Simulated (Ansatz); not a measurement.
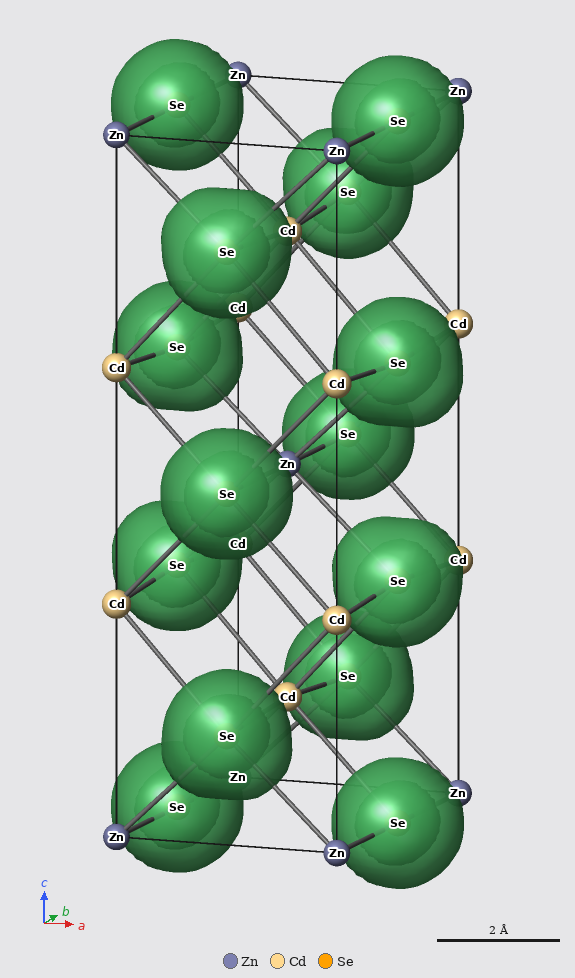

ZnCd2Se3. Isosurface of the electron localisation function at 0.75 (green), seen slightly off an axis. Only the valence region is drawn (cores and ρ < 0.01 e/Å³ removed). Sticks mark near contacts.

Space group Immm; a structure from a database of computed crystals, not necessarily the ambient phase; started from the NaPr2Se3-71 prototype, which need not be the ambient phase.

Level of theory: DFT, r2SCAN+rVV10, plane waves, PAW (Ansatz).

### Where are the electrons localised?

The ELF exceeds this value in six regions wrapped around Se (the valence shell of each), counted in one cell of 12 atoms. Any copies at cell faces, edges or corners count once. Along the contacts the grid gives the following. Zn–Se (2.67 Å): the ELF is about 0.55 at the midpoint. Cd–Se (2.78 Å): the ELF is about 0.35 at the midpoint and 0.15 at its lowest between the atoms.
